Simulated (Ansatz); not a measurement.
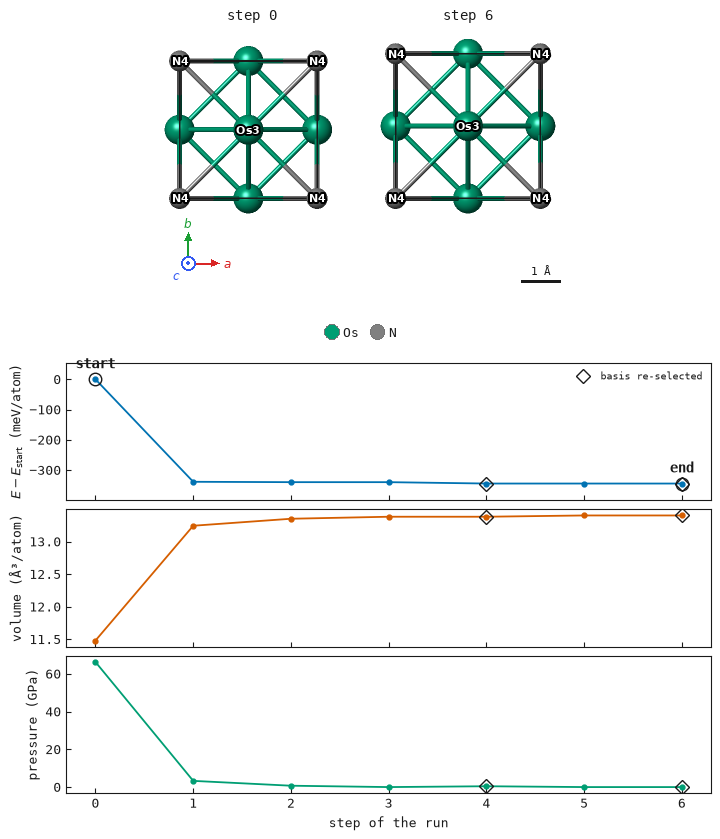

First and last geometry of a relaxation of crystalline Os$_{3}$N (built on the Cu3Au (L1_2)_221 type) (coarse preliminary run), with the history of the run. The picture is a ball-and-stick view of the cell of the calculation, seen along the c axis.

Case: Cu3Au (L1_2) type (Pm-3m, No. 221).

All numbers below come from Ansatz, DFT PBE, scalar-relativistic, plane waves, PAW.

The input:
```yaml
crystal:
  lattice:
    - [3.5810919066, 0.0, 0.0]
    - [0.0, 3.5810919066, 0.0]
    - [0.0, 0.0, 3.5810919066]
  atoms:
    - { symbol: Os, position: [0.0, 0.5, 0.5] }
    - { symbol: Os, position: [0.5, 0.0, 0.5] }
    - { symbol: Os, position: [0.5, 0.5, 0.0] }
    - { symbol: "N", position: [0.0, 0.0, 0.0] }
basis:
  ecutwfc: 420
kpoints:
  mp_grid: { grid: [6, 6, 6] }
hamiltonian:
  xc: pbe
scf:
  occupations: { method: gaussian, width: 0.1 }
  lower_state_search: "off"
output:
  forces: true
  stress: true
  eigenvalues: true
relax:
  adjacent_minimum: "off"
  f_tol: 0.04
  max_steps: 70
  cell: { stress_tol: 0.4 }
```

Launched with:
```bash
ansatz run input.yaml --threads 1 --pin off --max-ram 2560MiB --backend cpu --events-out ev --progress --plain --runs-dir out
```

Did the run converge, and what did it change?

It converged. No atom moves by more than 0.005 Å relative to the cell. The volume changes by +16.7 %, with a = b = c 3.581 → 3.771 Å (+5.3 %). Some distances before and after: Os1–Os2 2.532 → 2.666 Å, Os1–N4 2.532 → 2.666 Å. The space group stays Pm-3m (No. 221). Over 4 accepted moves (6 points after the start) the energy falls by 344 meV per atom. All forces vanish by symmetry, so only the cell relaxes. The pressure goes from 66.26 to 0.01 GPa. The SCF was repeated twice at an unchanged geometry on a basis and grid sized afresh for the cell, which shifted the energy by 4.5 meV per atom at most. Cost: 6.5 s on 1 thread of Intel(R) Xeon(R) 6975P-C (Granite Rapids), with other jobs on the host, peak memory 0.36 GiB.

```tsv
step	E − E(0), meV/atom	pressure, GPa	volume, Å³/atom	note
0	0.00	66.26	11.481	
1	-338.67	3.30	13.243	
2	-339.88	0.73	13.351	
3	-339.91	0.01	13.382	
4	-344.44	0.45	13.382	same geometry, new basis
5	-344.45	0.01	13.401	
6	-344.48	0.01	13.401	same geometry, new basis
```
